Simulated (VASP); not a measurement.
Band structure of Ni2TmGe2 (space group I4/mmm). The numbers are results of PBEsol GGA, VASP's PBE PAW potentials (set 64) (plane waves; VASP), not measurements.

The 4f electrons are frozen in the core of the lanthanide potential, so 4f levels, which can set the real gap, and their magnetism are missing.

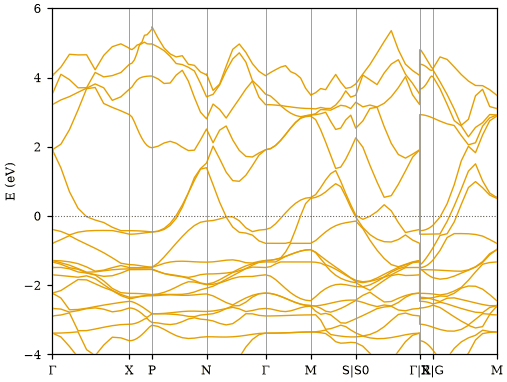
Figure. Bands along high-symmetry lines, zero at the valence-band maximum or, without a gap, the Fermi level

**Question.** Read the plot: is there a gap, and where are the band edges?

**Answer.** It has no gap at this level: it comes out as a metal or semimetal. (Edges off the drawn lines would not show.)

The structure comes from a computed database's Ni2TmGe2 entry (I4/mmm); how it stands against other phases isn't given here. It was relaxed first. The run is not spin-polarised, so no magnetic state was tried. The electron count is odd and the run is not spin-polarised, which forces a metal.
